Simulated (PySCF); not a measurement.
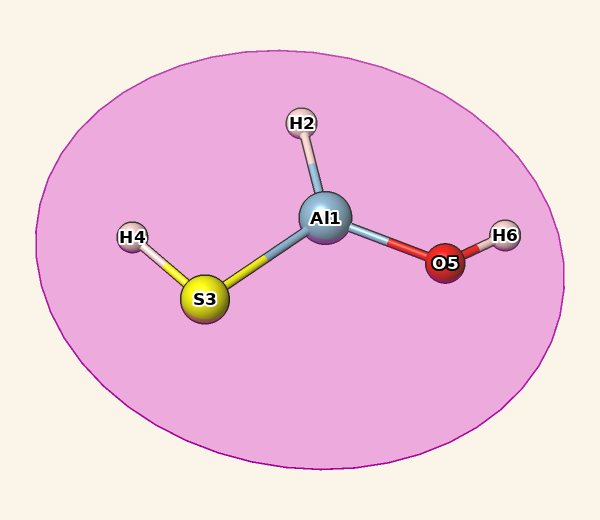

A disc through the centre of mass is drawn in. Depth is shown by fading: the farther an atom, the more it takes the colour of the background. The geometry was computed by an optimisation with PBE0-D4/def2-TZVP. No frequency run is at hand to confirm it as a minimum.

Question: Is the plane of the disc a mirror plane of the structure?

Answer: Yes. The reflection leaves Al1, H2, S3, H4, O5, H6 in place. The point group is Cs.
